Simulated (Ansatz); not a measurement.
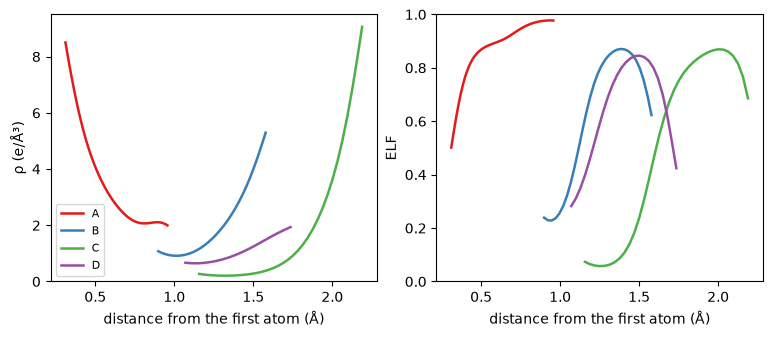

Figure. ClFH₆OW. Electron density and electron localisation function along straight lines between neighbouring atoms. The curves leave out the atomic cores.

Core potentials replace the inner electrons of W.

Method: Ansatz, RKS B3LYP-D4/def2-SVP.

```xyz
10

W     0.1710    0.3642    0.0726
F    -0.2954    1.1937    2.3859
H     1.4638   -0.2151   -0.8142
Cl   -1.0389    2.2612   -0.4677
H    -0.8690   -0.7993    0.7300
H    -0.0276   -1.0908   -0.7383
H     0.1868    0.4091   -1.5923
O     1.6939    0.5638    1.2615
H     2.6123    0.4117    1.0077
H     0.6552    1.0993    2.4376
```

### Which curve belongs to which contact (F–H, W–Cl, W–F and W–O)? The first atom named is at distance zero.

Curve A: F–H (0.96 Å): the density is about 4.4 e/Å³ at the midpoint; the ELF climbs to about 1 towards the hydrogen, as it does in any bond to H (a covalent bond by its length). Curve B: W–O (1.94 Å): the density is about 0.94 e/Å³ at the midpoint; the ELF peaks at about 0.85 in the valence shell of O, 0.6 Å from its nucleus, and drops to about 0.25 between the two atoms. Curve C: W–F (2.50 Å): ρ at the midpoint is about 0.22 e/Å³; the ELF is about 0.05 at the midpoint. Curve D: W–Cl (2.31 Å): ρ is about 0.65 e/Å³ halfway; the ELF peaks at about 0.85 in the valence shell of Cl, 0.8 Å from its nucleus, and is about 0.40 at the midpoint.
